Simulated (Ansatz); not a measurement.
**Ga4Sb3N: density, localisation and related maps**

```xyz
8
Lattice="5.7284 0.0000 0.0000 0.0000 5.7284 0.0000 0.0000 0.0000 5.7284" Properties=species:S:1:pos:R:3 pbc="T T T"
N     0.0000    0.0000    0.0000
Ga    4.5277    4.5277    4.5277
Sb    2.8642    2.8642    0.0000
Ga    1.2007    1.2007    4.5277
Sb    2.8642    0.0000    2.8642
Ga    1.2007    4.5277    1.2007
Sb    0.0000    2.8642    2.8642
Ga    4.5277    1.2007    1.2007
```

Space group P-43m; started from the ordered alloy on zincblende lattice prototype, which need not be the ambient phase; computed pressure about 2 GPa in this cell.

Level of theory: DFT, PBE, plane waves, PAW in Ansatz 0.2.0.

The density is the valence pseudo-density of a PAW calculation; it isn't the true density close to the nuclei.

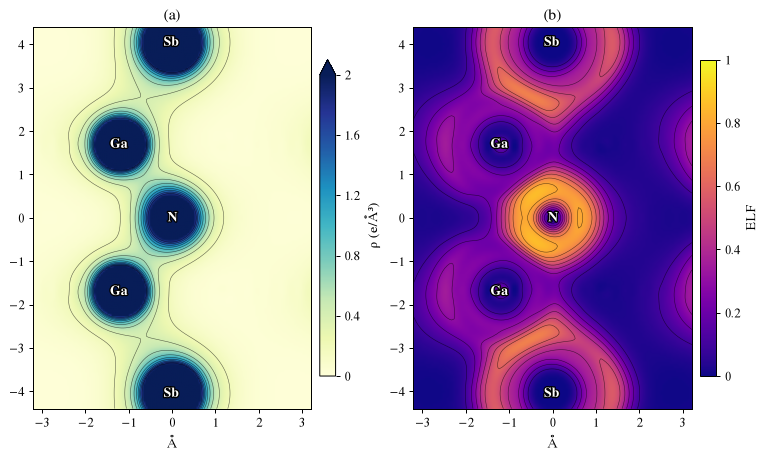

Figure 1. (a) valence electron density; (b) electron localisation function on the (11̄0) plane of the conventional cell.

Read the bonding off the picture.

Answer. The section cuts through N, Ga and Sb sites. Ga–N (2.08 Å): ρ at the midpoint is about 0.58 e/Å³; the ELF peaks at about 0.85 in the valence shell of N, 0.7 Å from its nucleus, and is about 0.45 at the midpoint. Ga–Sb (2.64 Å): ρ is about 0.42 e/Å³ halfway; the ELF peaks at about 0.70 between the atoms. Between the atoms the lowest density in this plane is 0.01 e/Å³.

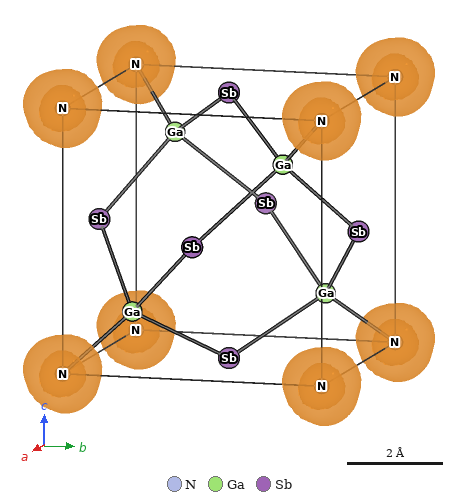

Figure 2. Isosurface of the electron localisation function at 0.75 (orange), seen slightly off an axis. Only the valence region is drawn (cores and ρ < 0.01 e/Å³ removed). Sticks mark near contacts.

What do the ELF domains correspond to?

Answer. The ELF exceeds this value in one region wrapped around N (its valence shell), counted in one cell of 8 atoms. Any copies at cell faces, edges or corners count once.
